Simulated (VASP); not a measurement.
# Ag (Silver): structure and properties in VASP

Aim: relax Ag (Silver) with LDA, compute its properties on that cell and hold them against experiment. The steps: relaxing cell and atoms (LDA), second relaxation, density, ELF and potential (LDA), band structure (LDA), total and projected DOS (LDA), core-level energies (LDA), independent-particle dielectric function (LDA), total energy, forces and stress (LDA), changed input and relaxing the atoms (LDA), changed input. Left out of this account: 1 further run (phonons: it ended without a result to show). The start is a cell from a database of measured crystal structures.

Method: LDA; plane waves and PAW (Ag), in VASP 6.6.1.

Experimental background.

For Ag, fcc (bulk crystal), “Polycyclic aromatic chains on metals and insulating layers by repetitive [3+2] cycloadditions” (2020, pmc:7083871) quotes earlier work: lattice constant a (cubic lattice constant, quoted experimental value used to build the …) 4.085 Å [literature experimental value quoted as input for the DFT slab; source and temperature …].

Report form: the programs' logs are mostly left out.

## (1) Starting point

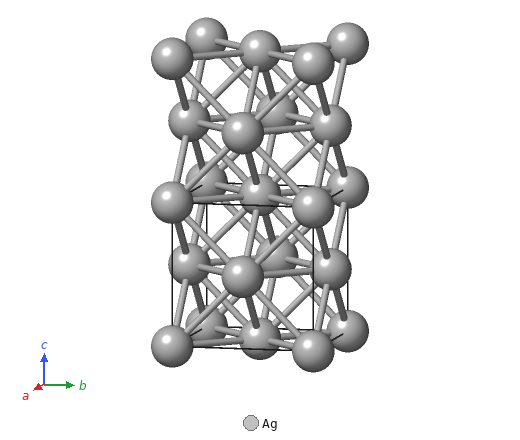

The starting structure, seen slightly off an axis (silver light grey). 1×1×2 cells are drawn. This picture shows the conventional cell, with its axes. Some periodic images of atoms are drawn too.

## (2) Relaxing cell and atoms (LDA)

The start need not lie at this functional's minimum. ISIF = 3 frees volume, shape and positions, and EDIFFG sets the threshold on forces and stress at which the search stops. LDA, the lowest rung, knows the local density alone.

The input, INCAR:

```
SYSTEM = Ag
PREC = Accurate
ENCUT = 400
EDIFF = 1E-06
NELM = 100
ISMEAR = 1
SIGMA = 0.2
LREAL = .FALSE.
ALGO = Normal
GGA = CA
NBANDS = 11
LORBIT = 11
LWAVE = .FALSE.
LCHARG = .FALSE.
KPAR = 2
IBRION = 2
NSW = 60
ISIF = 3
EDIFFG = -0.01
```

The input, POSCAR:

```
Ag
1.0
    0.0000000000      2.0427500000      2.0427500000
    2.0427500000      0.0000000000      2.0427500000
    2.0427500000      2.0427500000      0.0000000000
Ag
1
Direct
    0.0000000000      0.0000000000      0.0000000000
```

The input, KPOINTS:

```
Automatic mesh
0
Gamma
9 9 9
0 0 0
```

The projector-augmented-wave data sets are Ag (LDA family, release 64).

Command:

```console
$ mpirun -np 2 vasp_std
```

It took 2.8 s on 2 MPI ranks of Intel Xeon 6975P-C (Granite Rapids), shared host; peak memory 0.23 GiB.

This run has no spin polarisation. Its electron count is odd, so without a moment it is a metal by construction. The k-mesh is coarse for a metal. The run keeps the 48 symmetry operations of its start, so it cannot find a distortion of lower symmetry.

Relaxation path:

| step | energy less that of the first step (eV) | largest force (eV/Å) | pressure (GPa) | volume (Å³) |
| --- | --- | --- | --- | --- |
| 1 | 0.0000 | 0.0000 | -7.75 | 17.05 |
| 2 | -0.0015 | 0.0000 | 9.77 | 15.09 |
| 3 | -0.0273 | 0.0000 | -0.09 | 16.00 |

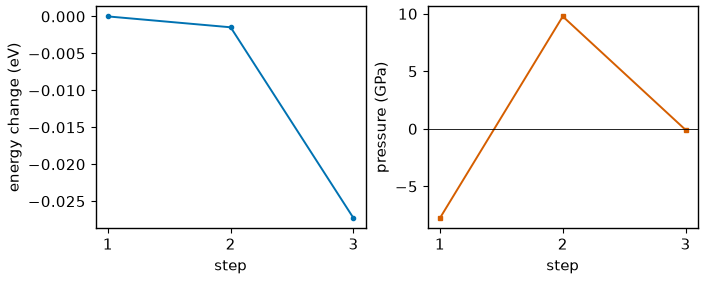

Energy and pressure along the relaxation.

| conventional cell, symmetrised | before | after | change |
| --- | --- | --- | --- |
| a (Å) | 4.085 | 4.000 | -2.1 % |
| b (Å) | 4.085 | 4.000 | -2.1 % |
| c (Å) | 4.085 | 4.000 | -2.1 % |
| volume (Å³/atom) | 17.05 | 16.00 | -6.1 % |

Final coordinates:

```cif
data_structure
_symmetry_space_group_name_H-M 'P 1'
_symmetry_Int_Tables_number 1
_cell_length_a 2.8286
_cell_length_b 2.8286
_cell_length_c 2.8286
_cell_angle_alpha 60.000
_cell_angle_beta 60.000
_cell_angle_gamma 60.000
_cell_volume 16.00
loop_
_atom_site_label
_atom_site_type_symbol
_atom_site_fract_x
_atom_site_fract_y
_atom_site_fract_z
_atom_site_occupancy
Ag1 Ag 0.00000 0.00000 0.00000 1
```

Numbers from this step:

```yaml
electrons: 11
bands: 11
irreducible_k_points: 35
symmetry_operations: 48
free_energy_toten: -3.805 eV
energy_at_zero_smearing: -3.805 eV
fermi_energy: 9.324 eV
pressure: -0.08701 GPa
metallic: yes
scf_cycles_over_all_ionic_steps: 24
```

It ends with forces that vanish by symmetry and a pressure of -0.09 GPa. The volume lies -6.1 % from that of the database's start, which holds the thermal and zero-point expansion of its experiment. LDA is known to overbind.

## (3) Second relaxation

The basis stayed that of the start cell while the cell moved. A rerun from the cell reached resets it; the error of the finite cutoff stays. The mesh changes with the cell too.

INCAR is that of step 2.

The input, POSCAR:

```
Ag
1.0
    0.0000000000      2.0001451617      2.0001451617
    2.0001451617      0.0000000000      2.0001451617
    2.0001451617      2.0001451617      0.0000000000
Ag
1
Direct
    0.0000000000      0.0000000000      0.0000000000
```

The input, KPOINTS:

```
Automatic mesh
0
Gamma
10 10 10
0 0 0
```

Command:

```console
$ mpirun -np 2 vasp_std
```

The job ended after 2.8 s (2 MPI ranks; peak memory 0.21 GiB).

Little changed from the start: no atom moved by 0.005 Å and no cell edge by 0.1 %.

This step gave:

| Item | Value |
| --- | --- |
| irreducible k-points | 47 |
| free energy (TOTEN) | -3.765 eV |
| energy at zero smearing | -3.765 eV |
| Fermi energy | 8.995 eV |
| pressure | -0.02456 GPa |
| SCF cycles over all ionic steps | 20 |

It ends with forces that vanish by symmetry and a pressure of -0.02 GPa. The volume moved by only 0.13 %, so the cell is settled.

## (4) Density, ELF and potential (LDA)

A single point on the relaxed cell gives a clean self-consistent state, with density, ELF and potential written out.

Edit INCAR of step 3 so:

```diff
@@ -13,7 +13,5 @@
 LWAVE = .FALSE.
-LCHARG = .FALSE.
-KPAR = 2
-IBRION = 2
-NSW = 60
-ISIF = 3
-EDIFFG = -0.01
+LCHARG = .TRUE.
+ISIF = 2
+LELF = .TRUE.
+LVHAR = .TRUE.
```

The input, POSCAR:

```
Ag
1.0
    0.0000000000      2.0009944308      2.0009944308
    2.0009944308      0.0000000000      2.0009944308
    2.0009944308      2.0009944308      0.0000000000
Ag
1
Direct
    0.0000000000      0.0000000000      0.0000000000
```

KPOINTS is that of step 3.

Command:

```console
$ mpirun -np 2 vasp_std
```

Wall time 2 s (2 MPI ranks); peak memory 0.19 GiB; 2.9 s of CPU time.

Numbers from this step:

```
SCF cycles : 11
bands      : 12
pressure   : -0.004018 GPa
```

Valence electrons inside each PAW sphere by angular momentum. Sphere charges, by row:

| atom | s (e) | p (e) | d (e) | tot (e) |
| --- | --- | --- | --- | --- |
| Ag1 | 0.446 | 0.345 | 9.151 | 9.942 |

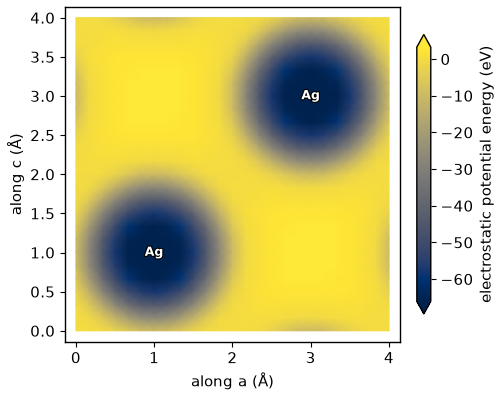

Electrostatic potential energy in the ac plane of the conventional cell at fractional y = 0.000, with atoms of Ag within 0.2 Å of it. With pseudopotentials it is smooth inside the atoms' cores, unlike the true potential. The map starts off the cell's origin, so that atoms lie inside it.

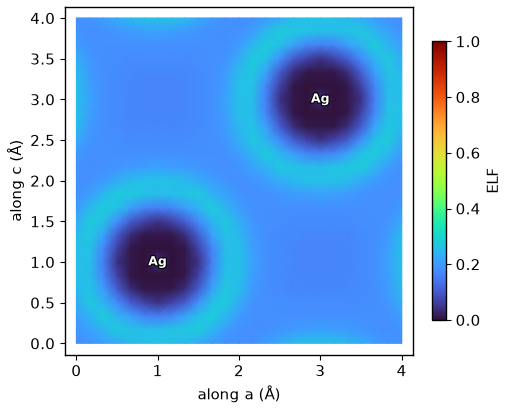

ELF in the ac plane of the conventional cell at fractional y = 0.000, with atoms of Ag within 0.2 Å of it. It is the smooth field of the valence electrons, not physical close to the nuclei. The map starts off the cell's origin, so that atoms lie inside it.

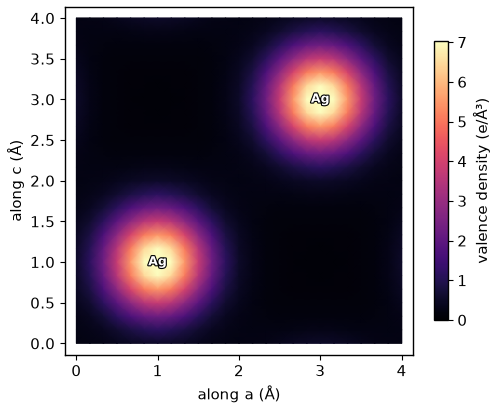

Valence density in the ac plane of the conventional cell at fractional y = 0.000, with atoms of Ag within 0.2 Å of it. It is the smooth field of the valence electrons, not physical close to the nuclei. The map starts off the cell's origin, so that atoms lie inside it.

In this run the pressure is 0.00 GPa, small enough to go on.

## (5) Band structure (LDA)

The mesh alone shows little of the dispersion and can miss band extrema, so KPOINTS_OPT adds a path through the symmetry points after the self-consistent cycle.

The input, INCAR:

```
SYSTEM = Ag
PREC = Accurate
ENCUT = 400
EDIFF = 1E-06
NELM = 100
ISMEAR = 1
SIGMA = 0.2
LREAL = .FALSE.
ALGO = Normal
GGA = CA
NBANDS = 16
LORBIT = 11
LWAVE = .FALSE.
LCHARG = .FALSE.
KPAR = 2
```

POSCAR is that of step 4.

KPOINTS is that of step 4.

The input, KPOINTS_OPT:

```
Line mode
16
Line-mode
Reciprocal
  0.00000000   0.00000000   0.00000000 GAMMA
  0.50000000   0.00000000   0.50000000 X

  0.50000000   0.00000000   0.50000000 X
  0.50000000   0.25000000   0.75000000 W

  0.50000000   0.25000000   0.75000000 W
  0.37500000   0.37500000   0.75000000 K

  0.37500000   0.37500000   0.75000000 K
  0.00000000   0.00000000   0.00000000 GAMMA

  0.00000000   0.00000000   0.00000000 GAMMA
  0.50000000   0.50000000   0.50000000 L

  0.50000000   0.50000000   0.50000000 L
  0.62500000   0.25000000   0.62500000 U

  0.62500000   0.25000000   0.62500000 U
  0.50000000   0.25000000   0.75000000 W

  0.50000000   0.25000000   0.75000000 W
  0.50000000   0.50000000   0.50000000 L

  0.50000000   0.50000000   0.50000000 L
  0.37500000   0.37500000   0.75000000 K

  0.62500000   0.25000000   0.62500000 U
  0.50000000   0.00000000   0.50000000 X
```

Command:

```console
$ mpirun -np 2 vasp_std
```

Wall time 4.8 s (2 MPI ranks); peak memory 0.22 GiB; 8.5 s of CPU time.

Spin-orbit coupling is off here; it would split degenerate levels.

This step gave:

```yaml
scf_cycles: 10
bands: 16
pressure: 0.02998 GPa
```

The electronic bands at the labelled points (eV, zero at the Fermi level; # counts the bands kept):

| point | #2 | #3 | #4 | #5 | #6 | #7 |
| --- | --- | --- | --- | --- | --- | --- |
| Γ | -4.95 | -4.95 | -4.95 | -3.77 | -3.77 | 16.19 |
| X | -6.63 | -2.91 | -2.64 | -2.64 | 1.54 | 7.28 |
| W | -5.27 | -5.27 | -3.78 | -2.64 | 6.22 | 6.22 |
| K | -5.84 | -4.17 | -3.53 | -2.97 | 4.49 | 5.50 |
| Γ | -4.95 | -4.95 | -4.95 | -3.77 | -3.77 | 16.19 |
| L | -4.97 | -4.97 | -2.87 | -2.87 | -0.55 | 3.99 |
| U | -5.84 | -4.17 | -3.53 | -2.97 | 4.49 | 5.50 |
| W | -5.27 | -5.27 | -3.78 | -2.64 | 6.22 | 6.22 |
| L | -4.97 | -4.97 | -2.87 | -2.87 | -0.55 | 3.99 |
| K | -5.84 | -4.17 | -3.53 | -2.97 | 4.49 | 5.50 |
| jump to U | -5.84 | -4.17 | -3.53 | -2.97 | 4.49 | 5.50 |
| X | -6.63 | -2.91 | -2.64 | -2.64 | 1.54 | 7.28 |

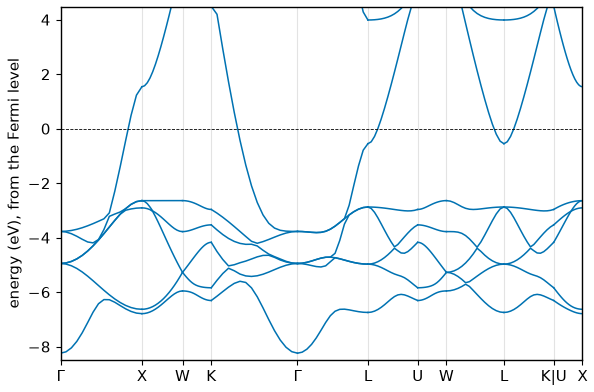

Electronic bands along the path.

There is no gap at this level.

## (6) Total and projected DOS (LDA)

Here the states are counted by energy and projected on the atoms. The mesh is finer than in the run before.

Edit INCAR of step 5 so:

```diff
@@ -5,3 +5,3 @@
 NELM = 100
-ISMEAR = 1
+ISMEAR = -5
 SIGMA = 0.2
@@ -15 +15,2 @@
 KPAR = 2
+NEDOS = 2001
```

POSCAR is that of step 5.

The input, KPOINTS:

```
Automatic mesh
0
Gamma
14 14 14
0 0 0
```

Command:

```console
$ mpirun -np 2 vasp_std
```

Wall time 3.6 s (2 MPI ranks); peak memory 0.21 GiB.

With tetrahedra the forces and stress of a metal are not exact derivatives of the energy.

Numbers from this step:

* irreducible k-points: 104
* free energy (TOTEN): -3.783 eV
* Fermi energy: 9.117 eV
* pressure: -0.3566 GPa
* DOS at the Fermi level: 0.2575 states/eV/cell

The density of states has structure finer than the step of the table below, so its rows give means over 1 eV, whole bins alone (the curve runs from -10.6 to 8.00 eV). Peaks (eV: height): total -6.3: 3.80, -4.8: 4.97, -4.4: 2.90, -3.9: 3.10, -3.3: 3.52, -3.1: 4.57; Ag d -6.3: 2.85, -4.8: 4.45, -4.4: 2.53, -3.9: 2.87, -3.3: 3.36, -3.1: 4.44; Ag s -6.3: 0.296, 4.3: 0.106.

States under -10.6 eV and over 8.0 eV are left out. The density of states by energy, zero at the Fermi level; means over each step; values in states/eV/cell:

| energy (eV) | total | Ag d | Ag s |
| --- | --- | --- | --- |
| -9 | 0 | 0 | 0 |
| -8 | 0.0472 | 6.9e-4 | 0.0264 |
| -7 | 0.615 | 0.356 | 0.114 |
| -6 | 2.50 | 1.98 | 0.123 |
| -5 | 2.73 | 2.38 | 0.0411 |
| -4 | 2.55 | 2.31 | 0.0298 |
| -3 | 2.00 | 1.90 | 0.0218 |
| -2 | 0.218 | 0.116 | 0.0321 |
| -1 | 0.238 | 0.0914 | 0.0375 |
| 0 | 0.260 | 0.0785 | 0.0372 |
| 1 | 0.261 | 0.0691 | 0.0340 |
| 2 | 0.246 | 0.0575 | 0.0278 |
| 3 | 0.199 | 0.0447 | 0.0202 |
| 4 | 0.225 | 0.0544 | 0.0506 |
| 5 | 0.313 | 0.0718 | 0.0891 |
| 6 | 0.291 | 0.0597 | 0.0672 |
| 7 | 0.305 | 0.0593 | 0.0772 |

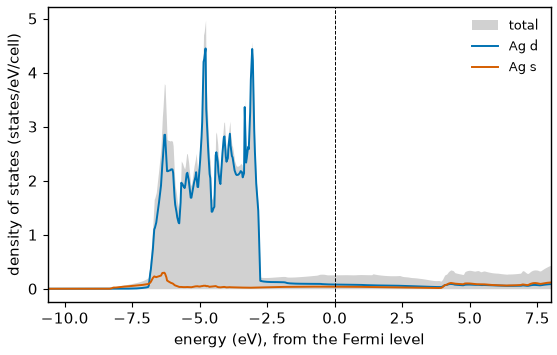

Density of states against energy.

The finer mesh and the other smearing move the Fermi level by +0.12 eV from the 10×10×10 run, one measure of the sampling error in the zero of the bands above. Of the states within 0.3 eV of the Fermi level, the largest shares in the PAW spheres are Ag d 30 % and Ag s 14 %. The rest lies in smaller channels or between the spheres.

## (7) Core-level energies (LDA)

ICORELEVEL = 1 prints the core eigenvalues in the potential of the ground state.

The input, INCAR:

```
SYSTEM = Ag
PREC = Accurate
ENCUT = 400
EDIFF = 1E-06
NELM = 100
ISMEAR = 1
SIGMA = 0.2
LREAL = .FALSE.
ALGO = Normal
GGA = CA
NBANDS = 11
LORBIT = 11
LWAVE = .FALSE.
LCHARG = .FALSE.
KPAR = 2
ICORELEVEL = 1
```

POSCAR is that of step 6.

The input, KPOINTS:

```
Automatic mesh
0
Gamma
10 10 10
0 0 0
```

Command:

```console
$ mpirun -np 2 vasp_std
```

Elapsed: 1.6 s, on 2 MPI ranks; peak memory 0.21 GiB; 2 s of CPU time.

These are scalar-relativistic Kohn-Sham levels of the ground state, with no core hole, so they are not binding energies.

This step gave:

* bands: 11
* irreducible k-points: 47
* free energy (TOTEN): -3.765 eV
* Fermi energy: 8.995 eV
* pressure: 0.002676 GPa

Kohn-Sham core levels. Core levels, by row:

| atom | shell | level below the Fermi level (eV) |
| --- | --- | --- |
| Ag1 | 1s | 25180 |
| Ag1 | 2s | 3710 |
| Ag1 | 2p | 3333 |
| Ag1 | 3s | 677.6 |
| Ag1 | 3p | 553.2 |
| Ag1 | 3d | 355.9 |
| Ag1 | 4s | 91.56 |
| Ag1 | 4p | 55.3 |

## (8) Independent-particle dielectric function (LDA)

LOPTICS sums transitions from filled to empty bands. The mesh is finer than in the run before. NBANDS is raised for it.

Edit INCAR of step 7 so:

```diff
@@ -10,3 +10,3 @@
 GGA = CA
-NBANDS = 11
+NBANDS = 13
 LORBIT = 11
@@ -15,2 +15,4 @@
 KPAR = 2
-ICORELEVEL = 1
+LOPTICS = .TRUE.
+NEDOS = 1500
+CSHIFT = 0.1
```

POSCAR is that of step 7.

The input, KPOINTS:

```
Automatic mesh
0
Gamma
14 14 14
0 0 0
```

Command:

```console
$ mpirun -np 2 vasp_std
```

Run time: 3.4 s. Hardware: 2 MPI ranks; peak memory 0.25 GiB; 5.8 s of CPU time.

These are independent-particle spectra without excitons or local fields, and fine structure depends on the mesh and on CSHIFT. The intraband (Drude) part is not in this spectrum.

This step gave:

```
SCF cycles              : 11
bands                   : 13
irreducible k-points    : 104
free energy (TOTEN)     : -3.782 eV
energy at zero smearing : -3.782 eV
Fermi energy            : 8.959 eV
pressure                : -0.4056 GPa
```

The imaginary dielectric function, xx has structure finer than the step of the table below, so its rows give means over 2 eV, whole bins alone (the curve runs from 0 to 25.0 eV). Peaks (eV: height): 4.4: 7.65, 5.2: 5.55, 6.2: 3.20, 6.7: 3.22, 10.5: 2.68, 13.5: 2.54, 21.3: 2.72.

The imaginary dielectric function, xx by photon energy; means over each step:

| photon energy (eV) | imaginary dielectric function, xx |
| --- | --- |
| 2 | 0.297 |
| 4 | 4.79 |
| 6 | 3.34 |
| 8 | 1.91 |
| 10 | 1.96 |
| 12 | 1.85 |
| 14 | 2.23 |
| 16 | 1.71 |
| 18 | 1.42 |
| 20 | 1.60 |
| 22 | 1.83 |

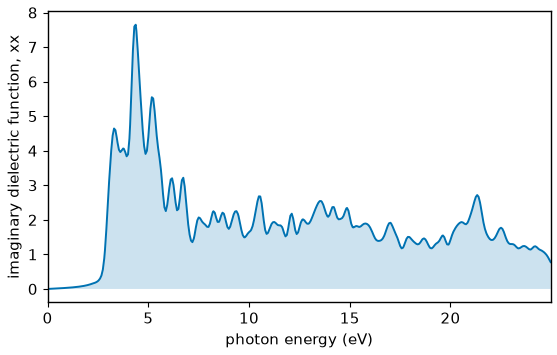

Imaginary dielectric function, xx against photon energy.

Table of real dielectric function, xx by photon energy:

| photon energy (eV) | real dielectric function, xx |
| --- | --- |
| 0 | 5.05 |
| 1 | 5.21 |
| 2 | 5.86 |
| 3 | 8.69 |
| 4 | 6.28 |
| 5 | 3.19 |
| 6 | 1.97 |
| 7 | 0.756 |
| 8 | 2.03 |
| 9 | 1.82 |
| 10 | 2.03 |
| 11 | 1.72 |
| 12 | 2.00 |
| 13 | 1.84 |
| 14 | 1.35 |
| 15 | 0.617 |
| 16 | 0.650 |
| 17 | 0.862 |
| 18 | 0.836 |
| 19 | 0.924 |
| 20 | 1.38 |
| 21 | 1.17 |
| 22 | 0.140 |
| 23 | 0.0491 |
| 24 | 0.158 |

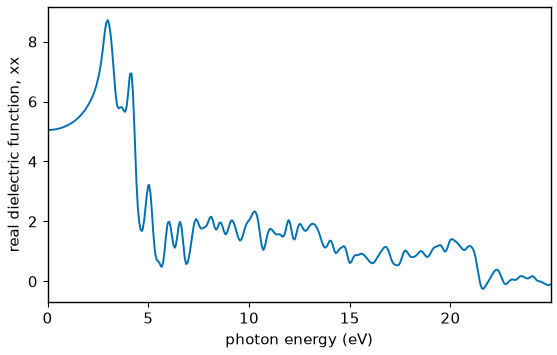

Real dielectric function, xx against photon energy.

At these settings, which differ from those of the relaxation, the cell is under a tension of 0.4 GPa.

## (9) Total energy, forces and stress (LDA), changed input

A single point gives energy, forces and stress at these settings. Some settings are moved from the usual, to see what they do.

The input, INCAR:

```
SYSTEM = Ag
PREC = Accurate
ENCUT = 400
EDIFF = 1E-06
NELM = 100
ISMEAR = 2
SIGMA = 0.02
LREAL = .FALSE.
ALGO = Normal
GGA = CA
NBANDS = 11
LORBIT = 11
LWAVE = .FALSE.
LCHARG = .FALSE.
KPAR = 2
ISIF = 2
LASPH = .FALSE.
ISYM = 1
```

POSCAR is that of step 8.

The input, KPOINTS:

```
Automatic mesh
0
Gamma
10 10 10
0 0 0
```

Command:

```console
$ mpirun -np 2 vasp_std
```

Elapsed: 1.6 s, on 2 MPI ranks; peak memory 0.2 GiB.

LASPH = .FALSE. is the default, so this changes nothing.

This step gave:

* SCF cycles: 10
* bands: 11
* irreducible k-points: 47
* free energy (TOTEN): -3.765 eV
* Fermi energy: 9.078 eV
* pressure: -0.1037 GPa

Against the sound run “Density, ELF and potential (LDA)”, the energy at zero smearing moves by +0.4 meV an atom, the pressure by -0.10 GPa and the Fermi level by +0.08 eV.

## (10) Relaxing the atoms (LDA), changed input

This run is made with a changed input; what comes of it follows.

The input, INCAR:

```
SYSTEM = Ag
PREC = Normal
ENCUT = 180
EDIFF = 1E-06
NELM = 79
ISMEAR = 1
SIGMA = 0.2
LREAL = .FALSE.
ALGO = Normal
GGA = CA
NBANDS = 11
LORBIT = 11
LWAVE = .FALSE.
LCHARG = .FALSE.
KPAR = 2
IBRION = 2
NSW = 30
ISIF = 2
EDIFFG = -0.01
```

POSCAR is that of step 9.

KPOINTS is that of step 9.

Command:

```console
$ mpirun -np 2 vasp_std
```

Elapsed: 1 s, on 2 MPI ranks; peak memory 0.17 GiB.

The run converged, but on settings that are not sound, so its numbers are not to be trusted.

Against the sound run on this cell (core-level energies (LDA)) the energy at zero smearing moves by +340.3 meV an atom and the pressure by -130.18 GPa.

The fault in the input: cutoff too low (ENCUT = 180 and PREC = "Normal"). Raise ENCUT.

## (11) What came out

| Quantity | Value |
| --- | --- |
| relaxed volume | 16.02 Å³/atom |
| relaxed conventional cell a, b, c | 4.002, 4.002, 4.002 Å |
| space group after relaxing, within 0.02 Å | Fm-3m (No. 225) |
| band gap | none, a metal |
| DOS at the Fermi level | 0.257 states/eV/cell |
| shallowest level of the frozen cores | Ag1 4p, 55.3 eV deep |

With LDA, Ag (Silver) relaxes to 16.02 Å³/atom in space group Fm-3m (held by the symmetry of the run) and comes out as a metal. Against the listed cell the volume lies -6.0 %. Band structure (LDA): Of the bands kept, 1 crosses the Fermi level on this path. Spin-orbit coupling is left out; it would split some degenerate bands. The k-sampling is coarse for a metal, so the Fermi level, pressures and the shape of the cell carry errors. No search among competing phases was made. All values are for a static lattice at zero temperature.

Calculation against experiment:

```
              quantity  measured             LDA
lattice constant a (Å)     4.085  4.002 (-2.0 %)
```

Measured values from pmc:7083871 (2020).

Verdict: The lattice constant a is off by -2.0 %: a clear miss. The grades are ours: good and fair within 0.7 and 1.5 % for the lattice constant a. Zero-point motion and thermal expansion are not in the computed lattice constants.

[Lines on the potential files, build, host, timing and source positions are cut from VASP's logs without a mark.]

[Logs are printed without paths, hosts, clocks, repeated set-up lines and the standing remarks that a program may print on its own settings, such as how far it seeks lower states.]

[Hosts, paths, dates, database ids (printed as entryN), source tags and the programs' standing remarks are cut or masked in the printed files.]

[Measured values are set beside computed ones only where the two were judged alike; some that the calculation misses by far are left out.]
